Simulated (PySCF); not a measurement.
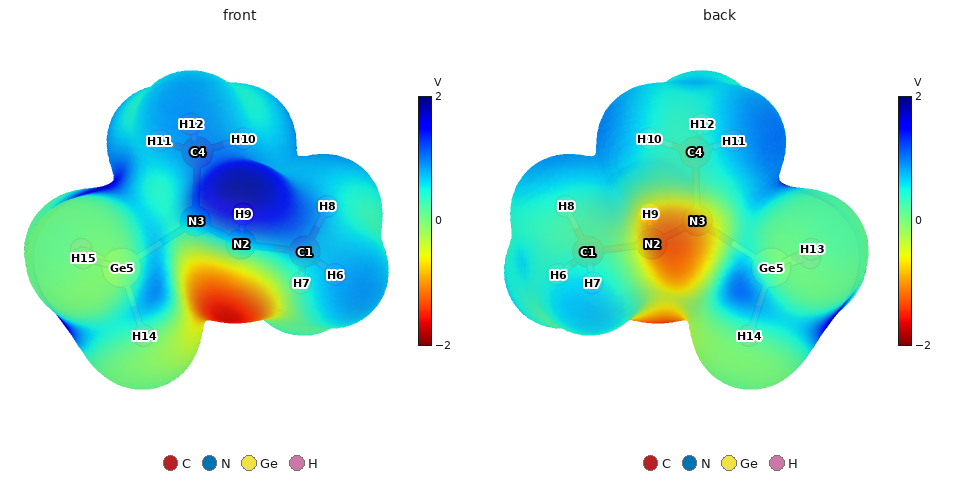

Figure 1: C2H10GeN2. The molecular electrostatic potential painted on the density surface at 0.004 e/bohr³, seen from the front and from behind; the colour scale runs from red (negative) to blue (positive).

Geometry: GFN2-xTB.

Level of theory: B3LYP/def2-SVPD, SCF density, gas phase in PySCF 2.14.0.

```yaml
atoms:
  - { symbol: C, position_ang: [1.7763, 0.7065, 0.7146] }
  - { symbol: N, position_ang: [1.0213, -0.2301, -0.1008] }
  - { symbol: N, position_ang: [-0.3731, 0.0375, -0.0909] }
  - { symbol: C, position_ang: [-1.0873, -0.4302, 1.0755] }
  - { symbol: Ge, position_ang: [-1.0271, -0.0374, -1.7935] }
  - { symbol: H, position_ang: [2.8361, 0.5056, 0.5662] }
  - { symbol: H, position_ang: [1.5497, 1.7118, 0.3632] }
  - { symbol: H, position_ang: [1.5516, 0.6472, 1.7866] }
  - { symbol: H, position_ang: [1.1985, -1.1837, 0.2232] }
  - { symbol: H, position_ang: [-0.7370, 0.0857, 1.9737] }
  - { symbol: H, position_ang: [-2.1438, -0.2053, 0.9385] }
  - { symbol: H, position_ang: [-0.9768, -1.5127, 1.2325] }
  - { symbol: H, position_ang: [-2.4234, 0.5006, -1.7465] }
  - { symbol: H, position_ang: [-0.1055, 0.8260, -2.5785] }
  - { symbol: H, position_ang: [-1.0639, -1.4135, -2.4131] }
```

Question: Where is the surface potential most negative and most positive?

Answer: The most negative region (about −1.6 V, or −37 kcal/mol for a unit charge) lies over N2, the most positive (about +1.8 V, or +42 kcal/mol for a unit charge) over Ge5 and H9. N2 is the likeliest acceptor of a hydrogen bond.

Question: What dipole moment does the calculation give?

Answer: Its dipole moment is 1.43 D.
